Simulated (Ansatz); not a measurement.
# HF/STO-3G run of InH3 (SMILES [InH3])

What is the vertical ionisation energy of InH3 at HF/STO-3G? 

The calculation is run with Ansatz 0.2.0.

32 further runs of the same task are left out: 3 that didn't finish, 29 set aside as unsound or not needed.

## (1) Starting point

InH3: 4 atoms, total charge 0, spin state singlet. As SMILES, `[InH3]`. The coordinates come from a PBE0-D4/def2-TZVP relaxation.

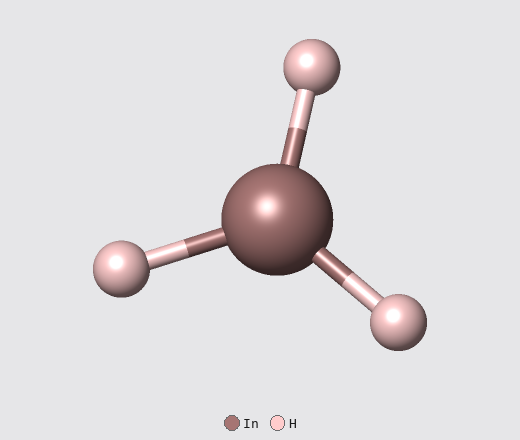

The structure, seen from a chosen angle (indium brown, hydrogen pink).

## (2) A single-point energy at HF/STO-3G

Contents of in.yaml:

```yaml
crystal:
  periodic: [false, false, false]
  atoms:
    - {symbol: In, position_ang: [0.013900, -0.015100, -0.005100]}
    - {symbol: H, position_ang: [0.415500, 1.516000, 0.678200]}
    - {symbol: H, position_ang: [-1.095600, -0.107300, -1.321400]}
    - {symbol: H, position_ang: [0.721800, -1.454000, 0.628000]}
basis:
  gaussian:
    orbitals: STO-3G
hamiltonian:
  xc: hf
accuracy: high
output:
  orbitals: {seedname: orbitals}
```

Run with:

```bash
ansatz run in.yaml --threads 1 --pin off --max-ram 3480MiB --events-out events.jsonl --progress --plain --runs-dir runs
```

Log:

```text
Warning: RAYON_NUM_THREADS=1 ignored (pool sized by the plan → 1); use --threads N
Functional definition: HF
  name "HF"
  exchange = exact_x
  correlation = 0
526 factors; integrals over basis functions are off by at most 3.8e-9 eV
mean field evaluation 1: about -154684.9641 eV, gradient 7.8e0 eV
mean field evaluation 2: about -154684.9507 eV, gradient 7.8e0 eV
mean field evaluation 4: about -154685.3574 eV, gradient 1.4e-1 eV
mean field evaluation 8: about -154685.3571 eV, gradient 9.2e-5 eV
mean field -154685.35710423 eV, -5684.5820240795 hartree, gradient 1.2e-8 eV, S^2 0.000000; 0 other end points of the search recorded, 0 dependent functions left out
reference -154685.35710423 eV, -5684.5820240795 hartree; 26, 26 occupied and 4, 4 virtual orbitals, 526 factors
Total energy: -154685.35710423 eV, -5684.5820240795 hartree
```

It took 0.34 s on 1 thread of Arm Neoverse V2, shared host.

## (3) The doublet cation, same level

Contents of input.yaml:

```yaml
crystal:
  periodic: [false, false, false]
  atoms:
    - symbol: In
      position_ang: [0.013900, -0.015100, -0.005100]
    - symbol: H
      position_ang: [0.415500, 1.516000, 0.678200]
    - symbol: H
      position_ang: [-1.095600, -0.107300, -1.321400]
    - symbol: H
      position_ang: [0.721800, -1.454000, 0.628000]
basis:
  gaussian:
    orbitals: STO-3G
hamiltonian:
  xc: hf
total_charge: 1
magnetization:
  spin_polarized: true
  initial_magnetization: 1
output: {orbitals: {seedname: orbitals}}
accuracy: high
```

Run with:

```bash
ansatz run input.yaml --threads 1 --pin off --max-ram 3480MiB --events-out events.jsonl --progress --plain --runs-dir runs
```

Log:

```text
Warning: RAYON_NUM_THREADS=1 ignored (pool sized by the plan → 1); use --threads N
[... 4 set-up lines as earlier in the session ...]
523 factors; integrals over basis functions are off by at most 3.9e-9 eV
mean field evaluation 1: about -154676.6114 eV, gradient 7.1e0 eV
mean field evaluation 2: about -154676.6078 eV, gradient 7.1e0 eV
mean field evaluation 4: about -154677.3654 eV, gradient 9.4e-1 eV
mean field evaluation 8: about -154677.4037 eV, gradient 3.7e-2 eV
mean field evaluation 16: about -154677.4078 eV, gradient 2.3e-1 eV
mean field evaluation 32: about -154673.8661 eV, gradient 1.4e1 eV
mean field evaluation 64: about -154677.3035 eV, gradient 1.7e0 eV
mean field evaluation 96: about -154677.4008 eV, gradient 4.2e-3 eV
mean field evaluation 128: about -154677.4008 eV, gradient 4.9e-3 eV
mean field -154677.41480182 eV, -5684.2901498496 hartree, gradient 2.8e-8 eV, S^2 0.839801; 6 other end points of the search recorded, 0 dependent functions left out
reference -154677.41480182 eV, -5684.2901498496 hartree; 26, 25 occupied and 4, 5 virtual orbitals, 523 factors
Total energy: -154677.41480182 eV, -5684.2901498496 hartree
```

Wall time 1.6 s (1 thread of Arm Neoverse V2, shared host).

## (4) Results

At HF/STO-3G:

```
                                          quantity           value
                        singlet InH3: total energy  -5684.58202 Eh
                         singlet InH3: HOMO energy        -8.57 eV
                         singlet InH3: LUMO energy         5.81 eV
                       singlet InH3: HOMO–LUMO gap        14.38 eV
                      doublet cation: total energy  -5684.29015 Eh
doublet cation: HOMO energy (highest over α and β)       -15.16 eV
 doublet cation: LUMO energy (lowest over α and β)        -7.38 eV
                              doublet cation: ⟨S²⟩           0.840
vertical ionisation energy (to the doublet cation)        7.942 eV
```

Removing an electron at fixed nuclei costs 7.94 eV (766 kJ/mol). The negative HOMO energy of the first species, 8.57 eV, lies 0.63 eV above that difference. In a minimal basis such a difference can be off by several eV, whatever the method. Relativity is left out (singlet InH3) although the molecule holds a heavy atom. Relativity is left out (doublet cation) although the molecule holds a heavy atom.
